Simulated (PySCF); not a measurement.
C3H10GeO2Si, SMILES [CH2]([GeH3])[SiH2]C(=O)OC at its GFN2-xTB optimised geometry (Å):

```
17

C      2.8679     1.6318    -0.0038
O      2.2173     0.3619     0.0000
C      0.8884     0.3619     0.0000
O      0.2284     1.3780     0.0000
Si     0.1462    -1.4041    -0.0295
C     -1.6354    -1.1492     0.5420
Ge    -2.4315     0.6087     0.0556
H      3.9308     1.4325    -0.1099
H      2.6664     2.1574     0.9316
H      2.5015     2.2378    -0.8345
H      0.9631    -2.2378     0.8549
H      0.2378    -1.8648    -1.4189
H     -1.7026    -1.2466     1.6265
H     -2.2739    -1.9295     0.1273
H     -2.1389     1.0357    -1.3411
H     -2.1685     1.6962     1.0354
H     -3.9308     0.3863     0.1016
```

Calculation: CAM-B3LYP/def2-SVP run with PySCF. Cells within 0.4 Å of a nucleus heavier than hydrogen are left out (blank, or x).

Map of the log10 of the electron density (e/bohr³), floored at −4 on the plane z = 0.0 Å:

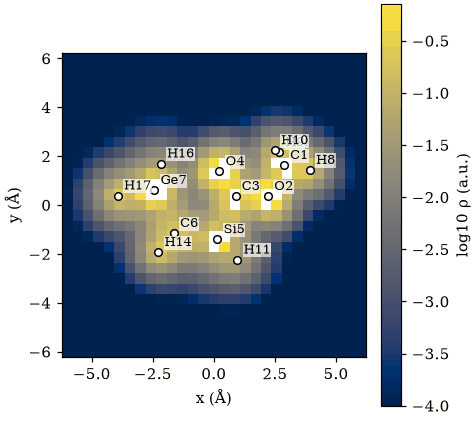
Figure: Log10 of the electron density (e/bohr³), floored at −4 on the plane z = 0.0 Å.
